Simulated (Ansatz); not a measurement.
**GePHCl (quartet): wave-function methods side by side at a displaced geometry (v2), cc-pVDZ**

How much of the correlation energy of GePHCl (quartet) does each wave-function method recover here?

Computed with Ansatz 0.2.0, Gaussian basis. Level: cc-pVDZ, core rule «outside noble gas», up to 24 orbitals frozen.

To be run: UHF; CCSD(T) on ROHF; CCSD(T) on UHF; BCCD(T) on ROHF; CISD as a restricted active space (open shells left free, so some higher excitations enter); CCSDT(Q) on ROHF; CCSDT(Q) on UHF.

30 further runs of the same task are left out: 6 for a known fault of the program, 13 that didn't finish, 11 set aside as unsound or not needed. Runs told in other sessions of the task aren't counted.

## (1) The system

The geometry is a PBE0/def2-TZVP stationary point (not a proven minimum) with its atoms shifted at random (size 0.100 Å). No spin-orbit coupling is included. The filled d shell of Ge may be among the frozen orbitals whatever the setting's name suggests.

4 atoms, charge 0, spin multiplicity 4.

Atoms are counted from 1 here; the program's logs count them from 0.

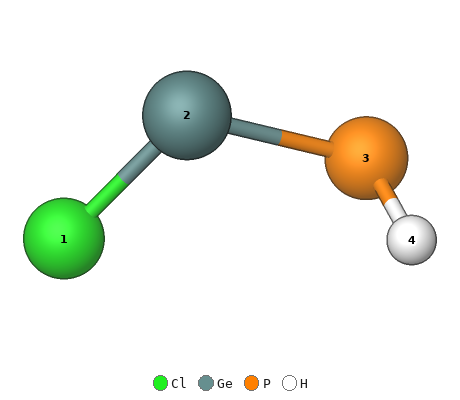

The geometry (chlorine green, germanium teal, phosphorus orange, hydrogen white); atoms are numbered from 1 in the order of the file.

In the tables R marks a restricted open-shell determinant and U an unrestricted one; energies count from the table's Hartree-Fock row.

## (2) UHF

in.yaml

```yaml
crystal:
  periodic: [false, false, false]
  atoms:
    - {symbol: Cl, position_ang: [0.120151, -0.723356, 1.725836]}
    - {symbol: Ge, position_ang: [-0.049609, 0.647951, 0.038199]}
    - {symbol: P, position_ang: [-0.067321, -0.667882, -1.991896]}
    - {symbol: H, position_ang: [1.417797, -0.729429, -2.246497]}
basis:
  gaussian: {orbitals: cc-pVDZ}
magnetization: {spin_polarized: true, initial_magnetization: 3}
hamiltonian: {xc: hf}
output: {orbitals: {seedname: orbitals}}
```

Command:

```bash
$ ansatz run in.yaml --threads 1 --pin off --events-out ev --progress --plain --max-ram 2393MiB
```

Output:

```text
Functional definition: HF
  name "HF"
  cite "Fock, Z. Phys. 61, 126 (1930) doi:10.1007/BF01340294"
  parent pbe
  exchange = exact_x
  correlation = 0
759 factors; integrals over basis functions are off by at most 1.3e-3 eV
mean field evaluation 1: about -78262.3742 eV, gradient 9.9e0 eV
mean field evaluation 2: about -78262.3920 eV, gradient 1.0e1 eV
mean field evaluation 4: about -78263.6376 eV, gradient 2.0e0 eV
mean field evaluation 8: about -78263.7463 eV, gradient 2.0e-1 eV
mean field evaluation 16: about -78250.1382 eV, gradient 1.9e1 eV
mean field evaluation 32: about -78247.3966 eV, gradient 1.2e1 eV
mean field -78263.75008982 eV, -2876.1397667256 hartree, gradient 2.4e-5 eV, S^2 3.796706; 1 other end points of the search recorded, 0 dependent functions left out
reference -78263.75008982 eV, -2876.1397667256 hartree; 34, 31 occupied and 34, 37 virtual orbitals, 759 factors
Total energy: -78263.75008982 eV, -2876.1397667256 hartree
```

It took 2.5 s on 1 thread of Arm Neoverse V2, shared host.

From the report: ⟨S²⟩ of the determinant 3.797 (pure quartet: 3.75).

## (3) CCSD(T) on ROHF

Changes to in.yaml since step 2:

```diff
@@ -9,4 +9,4 @@
   gaussian: {orbitals: cc-pVDZ}
-magnetization: {spin_polarized: true, initial_magnetization: 3}
-hamiltonian: {xc: hf}
-output: {orbitals: {seedname: orbitals}}
+magnetization: {spin_polarized: false, initial_magnetization: 3}
+correlation: {method: ccsd_t, electrons: outside_noble_gas}
+output: {forces: true}
```

The command is unchanged.

Output, shortened:

```text
Functional definition: HF
  name "HF"
  cite "Fock, Z. Phys. 61, 126 (1930) doi:10.1007/BF01340294"
  parent pbe
[...]
759 factors; integrals over basis functions are off by at most 1.3e-3 eV
[...]
mean field -78263.48488631 eV, -2876.1300206764 hartree, gradient 2.8e-6 eV, S^2 3.750000; 1 other end points of the search recorded, 0 dependent functions left out
[...]
determinant -78263.48488631 eV, -2876.1300206764 hartree, with singles and doubles -78272.66429231 eV, -2876.4673576251 hartree
determinant -78260.29242739 eV, -2876.0126999751 hartree, with singles and doubles -78269.66678577 eV, -2876.3572012916 hartree
24 core orbitals not correlated: weight in the atoms' cores, before any rotation towards them, 0.999 or more for the frozen orbitals, at most 0.001 for the correlated occupied ones
reference -78263.48488631 eV, -2876.1300206764 hartree; 10, 7 occupied and 34, 37 virtual orbitals, 759 factors
second order -7.91757608 eV of doubles, -0.12878470 eV of singles
cycle   1  -9.18033555 eV  change   -9.3e-4 eV  update   2.7e-3
[...]
cycle  12  -9.18212756 eV  change    1.1e-6 eV  update   7.3e-7
perturbative correction -0.27600837 eV, -0.0101431207 hartree
[...]
Total energy: -78272.94302224 eV, -2876.4776007611 hartree
Atom 0 at     0.120151    -0.723356     1.725836 Å, force     0.011507    -0.297158     0.398726 eV/Å
Atom 1 at    -0.049609     0.647951     0.038199 Å, force     0.051889     0.469082    -0.111679 eV/Å
Atom 2 at    -0.067321    -0.667882    -1.991896 Å, force     1.025734    -0.294521    -0.524496 eV/Å
Atom 3 at     1.417797    -0.729429    -2.246497 Å, force    -1.089129     0.122597     0.237449 eV/Å
Dipole moment:     0.056808     0.140744    -0.467239 e Å
```

Run time: 15 s. Hardware: 1 thread of Arm Neoverse V2, shared host.

From the report: correlation -9.4581 eV; T1 0.029; largest double amplitude 0.06.

## (4) CCSD(T) on UHF

Changes to in.yaml since step 3:

```diff
@@ -9,3 +9,3 @@
   gaussian: {orbitals: cc-pVDZ}
-magnetization: {spin_polarized: false, initial_magnetization: 3}
+magnetization: {spin_polarized: true, initial_magnetization: 3}
 correlation: {method: ccsd_t, electrons: outside_noble_gas}
```

Same command.

Output, shortened:

```text
Functional definition: HF
  name "HF"
  cite "Fock, Z. Phys. 61, 126 (1930) doi:10.1007/BF01340294"
  parent pbe
[...]
759 factors; integrals over basis functions are off by at most 1.3e-3 eV
[...]
mean field -78263.75008982 eV, -2876.1397667256 hartree, gradient 2.3e-6 eV, S^2 3.796706; 0 other end points of the search recorded, 0 dependent functions left out
24 core orbitals not correlated: weight in the atoms' cores, before any rotation towards them, 0.999 or more for the frozen orbitals, at most 0.001 for the correlated occupied ones
reference -78263.75008982 eV, -2876.1397667256 hartree; 10, 7 occupied and 34, 37 virtual orbitals, 759 factors
second order -7.75523606 eV of doubles, -0.00000000 eV of singles
cycle   1  -8.55579360 eV  change   -8.0e-1 eV  update   8.6e-2
[...]
cycle  17  -8.93390575 eV  change   -6.7e-7 eV  update   7.8e-7
perturbative correction -0.26527637 eV, -0.0097487269 hartree
[...]
Total energy: -78272.94927194 eV, -2876.4778304332 hartree
Atom 0 at     0.120151    -0.723356     1.725836 Å, force     0.011505    -0.294248     0.397783 eV/Å
Atom 1 at    -0.049609     0.647951     0.038199 Å, force     0.052806     0.457504    -0.121404 eV/Å
Atom 2 at    -0.067321    -0.667882    -1.991896 Å, force     1.026321    -0.286499    -0.515571 eV/Å
Atom 3 at     1.417797    -0.729429    -2.246497 Å, force    -1.090632     0.123243     0.239191 eV/Å
Dipole moment:     0.056857     0.142686    -0.466066 e Å
```

Wall time 15 s (1 thread of Arm Neoverse V2, shared host).

From the report: ⟨S²⟩ of the determinant 3.797 (pure quartet: 3.75); correlation -9.1992 eV; T1 0.021; largest double amplitude 0.05.

## (5) BCCD(T) on ROHF

Changes to in.yaml since step 4:

```diff
@@ -9,4 +9,3 @@
   gaussian: {orbitals: cc-pVDZ}
-magnetization: {spin_polarized: true, initial_magnetization: 3}
-correlation: {method: ccsd_t, electrons: outside_noble_gas}
-output: {forces: true}
+magnetization: {spin_polarized: false, initial_magnetization: 3}
+correlation: {method: bccd_t, electrons: outside_noble_gas}
```

Same command.

Output, shortened:

```text
Functional definition: HF
  name "HF"
  cite "Fock, Z. Phys. 61, 126 (1930) doi:10.1007/BF01340294"
  parent pbe
[...]
759 factors; integrals over basis functions are off by at most 1.3e-3 eV
[...]
mean field -78263.48488631 eV, -2876.1300206764 hartree, gradient 2.8e-6 eV, S^2 3.750000; 1 other end points of the search recorded, 0 dependent functions left out
[...]
determinant -78263.48488631 eV, -2876.1300206764 hartree, with singles and doubles -78272.66429231 eV, -2876.4673576251 hartree
determinant -78260.29242739 eV, -2876.0126999751 hartree, with singles and doubles -78269.66678577 eV, -2876.3572012916 hartree
24 core orbitals not correlated: weight in the atoms' cores, before any rotation towards them, 0.999 or more for the frozen orbitals, at most 0.001 for the correlated occupied ones
reference -78263.48488631 eV, -2876.1300206764 hartree; 10, 7 occupied and 34, 37 virtual orbitals, 759 factors
second order -7.91757608 eV of doubles, -0.12878470 eV of singles
cycle   1  -9.18031037 eV  change   -9.0e-4 eV  update   1.3e-2
[...]
cycle  11  -9.17710653 eV  change   -6.6e-6 eV  update   1.5e-5
perturbative correction -0.28316913 eV, -0.0104062734 hartree
Total energy: -78272.94516196 eV, -2876.4776793944 hartree
```

Run time: 8 s. Hardware: 1 thread of Arm Neoverse V2, shared host.

From the report: correlation -9.4603 eV; largest double amplitude 0.06.

## (6) CISD as a restricted active space (open shells left free, so some higher excitations enter)

Changes to in.yaml since step 5:

```diff
@@ -10,2 +10,2 @@
 magnetization: {spin_polarized: false, initial_magnetization: 3}
-correlation: {method: bccd_t, electrons: outside_noble_gas}
+correlation: {active_space: {ras: {orbitals: [7, 3, 34], electrons: 17, max_holes: 2, max_particles: 2}, fixed_orbitals: true}}
```

The command is unchanged.

Output:

```text
Functional definition: HF
  name "HF"
  cite "Fock, Z. Phys. 61, 126 (1930) doi:10.1007/BF01340294"
  parent pbe
  exchange = exact_x
  correlation = 0
759 factors; integrals over basis functions are off by at most 1.3e-3 eV
mean field evaluation 1: about -78262.3092 eV, gradient 1.3e1 eV
mean field evaluation 2: about -78262.3262 eV, gradient 1.3e1 eV
mean field evaluation 4: about -78263.4067 eV, gradient 1.7e0 eV
mean field evaluation 8: about -78263.4600 eV, gradient 4.5e-1 eV
mean field evaluation 16: about -78263.4849 eV, gradient 2.8e-6 eV
mean field -78263.48488631 eV, -2876.1300206764 hartree, gradient 2.8e-6 eV, S^2 3.750000; 0 other end points of the search recorded, 0 dependent functions left out
reference -78263.48488631 eV, -2876.1300206764 hartree; 34, 31 occupied and 34, 37 virtual orbitals, 759 factors
state -78271.59962314 eV, -2876.4282317547 hartree
Total energy: -78271.59962314 eV, -2876.4282317547 hartree
```

Wall time 29 s (1 thread of Arm Neoverse V2, shared host).

From the report: 741,574 determinants.

## (7) CCSDT(Q) on ROHF

Changes to in.yaml since step 6:

```diff
@@ -10,2 +10,2 @@
 magnetization: {spin_polarized: false, initial_magnetization: 3}
-correlation: {active_space: {ras: {orbitals: [7, 3, 34], electrons: 17, max_holes: 2, max_particles: 2}, fixed_orbitals: true}}
+correlation: {method: ccsdt_q, electrons: outside_noble_gas}
```

Same command.

Output, shortened:

```text
Functional definition: HF
  name "HF"
  cite "Fock, Z. Phys. 61, 126 (1930) doi:10.1007/BF01340294"
  parent pbe
[...]
1346 factors; integrals over basis functions are off by at most 1.2e-7 eV
[...]
mean field -78263.48514386 eV, -2876.1300301414 hartree, gradient 2.4e-6 eV, S^2 3.750000; 1 other end points of the search recorded, 0 dependent functions left out
[...]
determinant -78263.48514386 eV, -2876.1300301414 hartree, with singles and doubles -78272.66456897 eV, -2876.4673677920 hartree
determinant -78260.29270679 eV, -2876.0127102427 hartree, with singles and doubles -78269.66708766 eV, -2876.3572123855 hartree
24 core orbitals not correlated: weight in the atoms' cores, before any rotation towards them, 0.999 or more for the frozen orbitals, at most 0.001 for the correlated occupied ones
reference -78263.48514386 eV, -2876.1300301414 hartree; 10, 7 occupied and 34, 37 virtual orbitals, 1346 factors
second order -7.91761014 eV of doubles, -0.12878454 eV of singles
cycle   1  -8.82038792 eV  change   -7.7e-1 eV  update   9.7e-2
[...]
cycle  21  -9.49937749 eV  change   -1.5e-6 eV  update   9.6e-7
perturbative correction -0.02163827 eV, -0.0007951918 hartree
Total energy: -78273.00615962 eV, -2876.4799210170 hartree
```

Wall time 4.2 min (1 thread of Arm Neoverse V2, shared host); peak memory 1.5 GiB.

From the report: correlation -9.5210 eV; T1 0.032; largest double amplitude 0.07.

## (8) CCSDT(Q) on UHF

Changes to in.yaml since step 7:

```diff
@@ -9,3 +9,3 @@
   gaussian: {orbitals: cc-pVDZ}
-magnetization: {spin_polarized: false, initial_magnetization: 3}
+magnetization: {spin_polarized: true, initial_magnetization: 3}
 correlation: {method: ccsdt_q, electrons: outside_noble_gas}
```

Launched as before.

Output, shortened:

```text
Functional definition: HF
  name "HF"
  cite "Fock, Z. Phys. 61, 126 (1930) doi:10.1007/BF01340294"
  parent pbe
[...]
1346 factors; integrals over basis functions are off by at most 1.2e-7 eV
[...]
mean field -78263.75034781 eV, -2876.1397762065 hartree, gradient 2.3e-6 eV, S^2 3.796706; 0 other end points of the search recorded, 0 dependent functions left out
24 core orbitals not correlated: weight in the atoms' cores, before any rotation towards them, 0.999 or more for the frozen orbitals, at most 0.001 for the correlated occupied ones
reference -78263.75034781 eV, -2876.1397762065 hartree; 10, 7 occupied and 34, 37 virtual orbitals, 1346 factors
second order -7.75526603 eV of doubles, -0.00000000 eV of singles
cycle   1  -8.55581381 eV  change   -8.0e-1 eV  update   9.7e-2
[...]
cycle  21  -9.24200837 eV  change   -1.3e-6 eV  update   9.6e-7
perturbative correction -0.02252563 eV, -0.0008278016 hartree
Total energy: -78273.01488180 eV, -2876.4802415512 hartree
```

Run time: 3.7 min. Hardware: 1 thread of Arm Neoverse V2, shared host; peak memory 1.2 GiB.

From the report: ⟨S²⟩ of the determinant 3.797 (pure quartet: 3.75); correlation -9.2645 eV; T1 0.023; largest double amplitude 0.07.

## (9) The ladder

The yardstick is UCCSDT(Q), where the cluster series has nearly closed. Rows without a time are mean-field rows or come out of runs for another level: lower rungs of the coupled-cluster runs, or the Hartree-Fock search. The times of RCCSD(T), UCCSD(T) include forces.

Differences are taken before rounding.

| method | energy from the lowest ROHF (kJ/mol) | from UCCSDT(Q) (kJ/mol) | time |
| --- | --- | --- | --- |
| ROHF | 0.0 | +919.5 |  |
| UHF | -25.6 | +893.9 |  |
| RMP2 | -776.4 | +143.1 |  |
| UMP2 | -773.9 | +145.7 |  |
| RCCSD | -885.9 | +33.6 |  |
| UCCSD | -887.6 | +31.9 |  |
| RCCSD(T) | -912.6 | +6.9 | 15 s |
| UCCSD(T) | -913.2 | +6.3 | 15 s |
| BCCD(T) | -912.8 | +6.7 | 8 s |
| RCCSDT | -916.6 | +2.9 |  |
| UCCSDT | -917.3 | +2.2 |  |
| RCCSDT(Q) | -918.7 | +0.8 | 4.2 min |
| UCCSDT(Q) | -919.5 | 0 | 3.7 min |

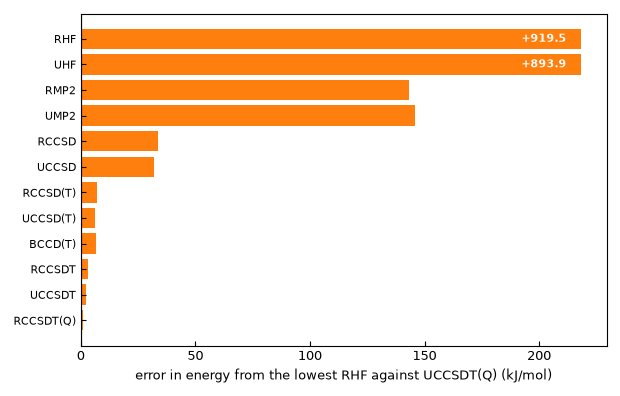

How far each level lands from UCCSDT(Q). Bars with a number in them are cut short.

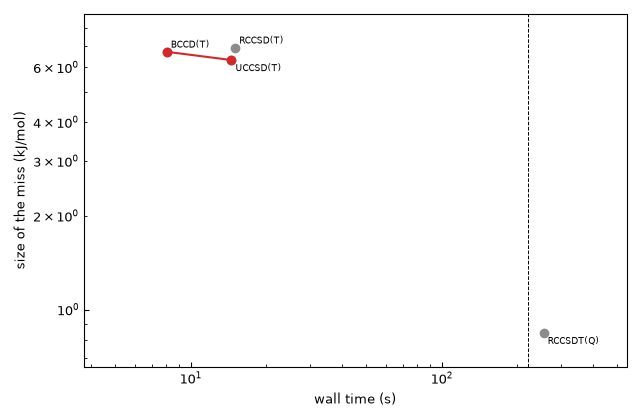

Accuracy for the time spent; red marks the levels that beat every quicker one drawn (of those quicker than the yardstick), and the dashed line is the time of UCCSDT(Q). Times are from a shared host.

Not comparable, so not listed: CISD as a restricted active space (open shells left free, so some higher excitations enter) (they don't share determinant, frozen orbitals or solution with the rows shown, or repeat one).

## (10) Outcome

```
                         quantity                      value
    UCCSDT(Q) from the ROHF energy                 -9.5300 eV
              RMP2 from UCCSDT(Q)              +143.1 kJ/mol
              UMP2 from UCCSDT(Q)              +145.7 kJ/mol
             RCCSD from UCCSDT(Q)               +33.6 kJ/mol
          RCCSD(T) from UCCSDT(Q)                +6.9 kJ/mol
          UCCSD(T) from UCCSDT(Q)                +6.3 kJ/mol
         RCCSDT(Q) from UCCSDT(Q)                +0.8 kJ/mol
levels within 1 kcal/mol (43 meV)  RCCSDT, UCCSDT, RCCSDT(Q)
                    T1 diagnostic                      0.029
```

RCCSD(T) misses by +6.9 kJ/mol, 0.8 % of the correlation energy. These misses are within one basis, not against nature; the frozen cores of restricted and unrestricted runs differ, which can shift their rows.

UCCSD(T) reaches 6.3 kJ/mol from the reference in 15 s, where UCCSDT(Q) took 3.7 min; the quickest level in the cost chart, BCCD(T), takes 8 s and misses by 6.7 kJ/mol.
